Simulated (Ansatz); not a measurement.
Take the following structure.

```cif
data_structure
_symmetry_space_group_name_H-M 'P 1'
_symmetry_Int_Tables_number 1
_cell_length_a 5.3020
_cell_length_b 6.1902
_cell_length_c 6.6000
_cell_angle_alpha 88.198
_cell_angle_beta 89.832
_cell_angle_gamma 79.977
_cell_volume 213.20
loop_
_atom_site_label
_atom_site_type_symbol
_atom_site_symmetry_multiplicity
_atom_site_Wyckoff_symbol
_atom_site_fract_x
_atom_site_fract_y
_atom_site_fract_z
_atom_site_occupancy
Sc1 Sc 1 a 0.12341 0.68866 0.62162 1
Sc2 Sc 1 a 0.67043 0.46524 0.56855 1
Sc3 Sc 1 a 0.11744 0.30647 0.30017 1
Sc4 Sc 1 a 0.34853 0.29059 0.88688 1
Sc5 Sc 1 a 0.65301 0.00896 0.42281 1
Sc6 Sc 1 a 0.38945 0.68918 0.19843 1
Sn1 Sn 1 a 0.00000 0.00000 0.00000 1
Sn2 Sn 1 a 0.54032 0.84012 0.81297 1
B1 B 1 a 0.91151 0.71181 0.21953 1
B2 B 1 a 0.21835 0.06788 0.61024 1
```

**Work out the structure from the coordinates.**

The material is Sc3SnB. The atoms as placed leave only P1. The atoms show no order inside the cell. Atoms per cell: 10 (6 Sc, 2 Sn, 2 B).

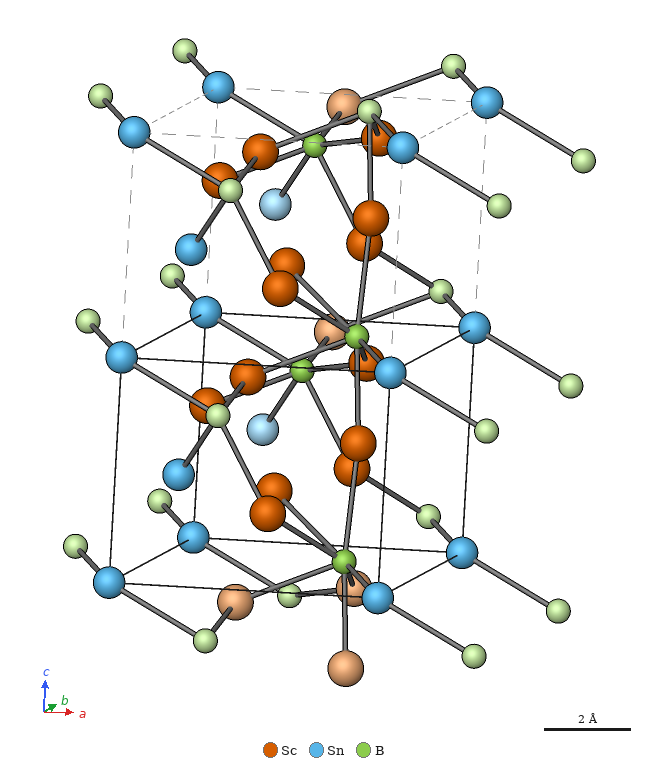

A ball-and-stick rendering, viewed slightly off an axis. The structure is repeated 1×1×2 times; solid lines mark one simulation cell. Bonded atoms from the next cells complete the picture, in fainter colours. Colours: scandium orange, tin blue, boron green.

Where the cell comes from: a made-up disordered cell. No relaxation was applied. It was the input of a calculation with Ansatz.

At this level of theory the cell isn't at rest (forces up to 1.5 eV/Å), so its distances can differ from those at equilibrium, the more so the softer the solid.
